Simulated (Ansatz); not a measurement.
**C$_{2}$H$_{10}$FNO$_{2}$Si$_{2}$: density, localisation and related maps**

```xyz
18

Si   -0.5212   -0.2922    0.1270
O    -1.3629   -0.3449    1.5920
Si   -1.2809    0.1549    3.2522
H    -2.6828    0.0422    3.8033
H    -0.3488   -0.7551    4.0234
H    -0.7986    1.5866    3.3623
F     1.1313   -0.2228    0.5372
O    -0.6904    1.1536   -0.7903
H    -1.5721    1.4027   -1.1407
N    -1.0173   -1.6708   -0.8160
C    -1.5196   -2.9049   -0.2020
H    -1.7518   -2.7208    0.8577
H    -2.4485   -3.2316   -0.7093
H    -0.7811   -3.7299   -0.2721
C    -0.7511   -1.7412   -2.2590
H    -1.6689   -2.0385   -2.8038
H    -0.4319   -0.7537   -2.6289
H     0.0426   -2.4788   -2.4952
```

Computed with RKS PBE/6-31G in Ansatz.

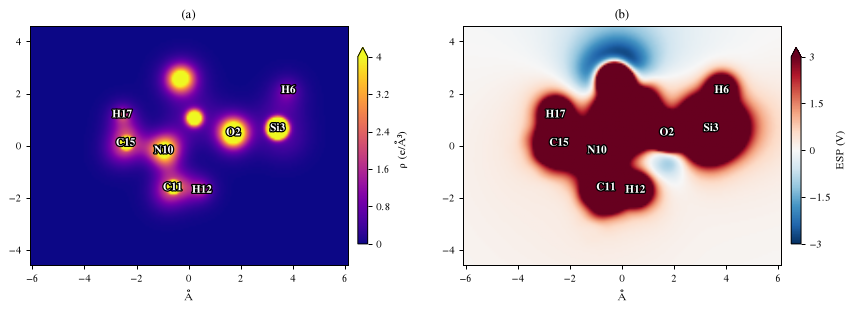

Figure 1. (a) total electron density; (b) molecular electrostatic potential on the plane of atoms N10, C15 and H17.

Interpret the plot.

Answer. The section cuts through O, Si, H, N and C sites.
C–N (1.47 Å): ρ at the midpoint is about 1.7 e/Å³.
Si–O (1.74 Å): ρ at the midpoint is about 0.77 e/Å³.
C–H (1.10 Å): ρ is about 1.9 e/Å³ halfway.
Outside the dense part of the molecule the potential is most negative (−2.7 V) near O8, which lies off the plane.

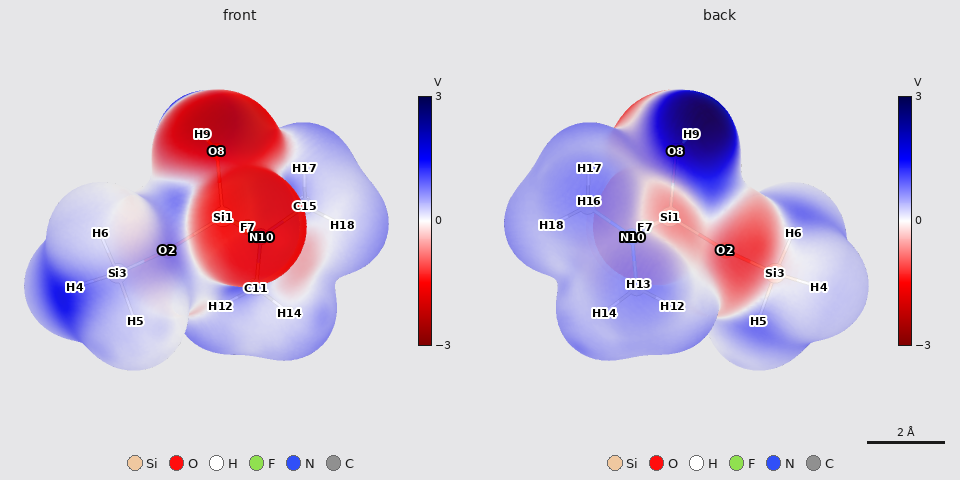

Figure 2. The molecular electrostatic potential painted on the density surface at 0.002 e/bohr³, seen from the front and from behind; red is negative and blue positive.

Describe the electrostatic potential map.

Answer. The most negative region (about −2.1 V) lies over O8, the most positive (about +2.7 V) over H9. O8 is the likeliest acceptor of a hydrogen bond.

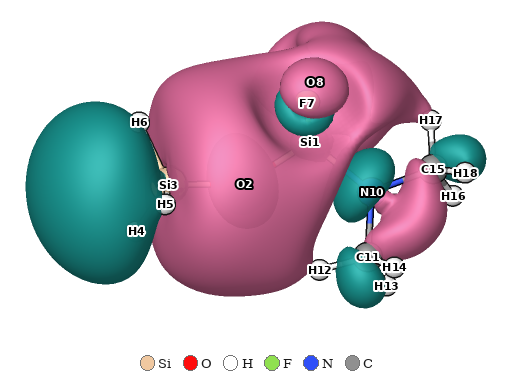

Figure 3. The LUMO at ±0.04 Å⁻³ᐟ² (teal and pink are the two phases), seen at a tilt.

Where does this orbital lie, and at what energy?

Answer. By Hirshfeld shares it lies mainly on Si3 (about 35 %), Si1 (about 15 %) and O2 (about 15 %). Its energy is −1.06 eV.

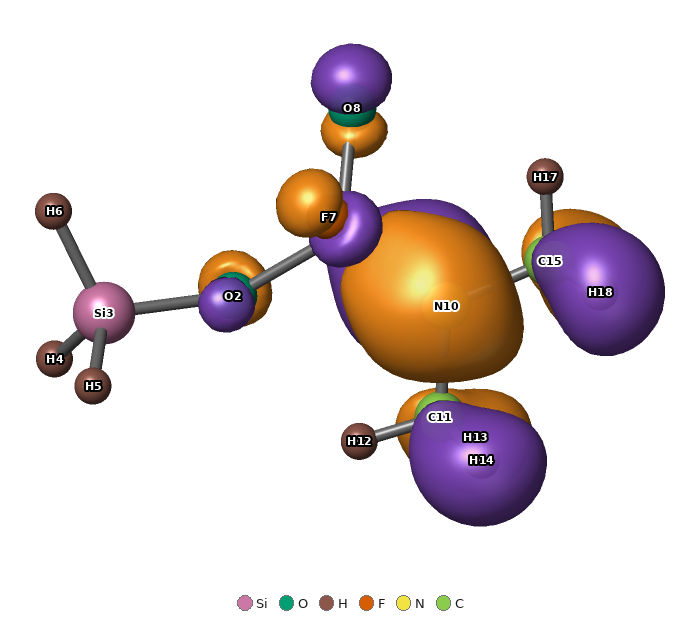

Figure 4. The HOMO at ±0.08 Å⁻³ᐟ² (orange and purple are the two phases), seen across its widest extent.

What is the character of this orbital?

Answer. By Hirshfeld shares it lies mainly on N10 (about 55 %), C11 (about 5 %) and C15 (about 5 %). Its energy is −5.20 eV.
